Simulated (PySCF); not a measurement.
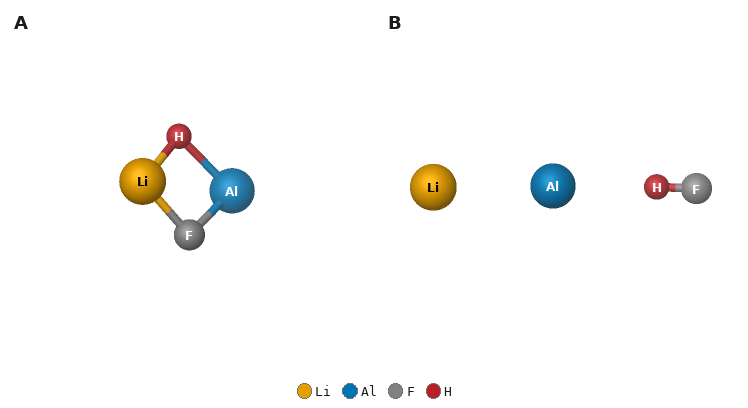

2 stationary structures of one formula. Geometries: PBE0-D4/def2-TZVP. Electronic energies: ωB97M-V/def2-TZVPP (PySCF 2.14.0), without zero-point energy. No frequency run is at hand to confirm each as a minimum.

Question: Which structure is the most stable?

Answer: A is lowest (Cs); B lies 369.3 kJ/mol above it (C∞v).

Give E(B) − E(A) in kJ/mol at these levels too: PBE0-D4/def2-TZVPP; PBE0-D4/def2-TZVP; ωB97M-V/def2-TZVPP; B3LYP-D4/def2-TZVPP; PBE-D4/def2-TZVPP; RHF-CCSD(T) (frozen core)/def2-TZVPP; r2SCAN-D4/def2-TZVPP.

```csv
level,E(B) − E(A) (kJ/mol)
PBE0-D4/def2-TZVPP,+344.1
PBE0-D4/def2-TZVP,+346.0
ωB97M-V/def2-TZVPP,+369.3
B3LYP-D4/def2-TZVPP,+357.2
PBE-D4/def2-TZVPP,+338.3
RHF-CCSD(T) (frozen core)/def2-TZVPP,+350.1
r2SCAN-D4/def2-TZVPP,+369.2
```
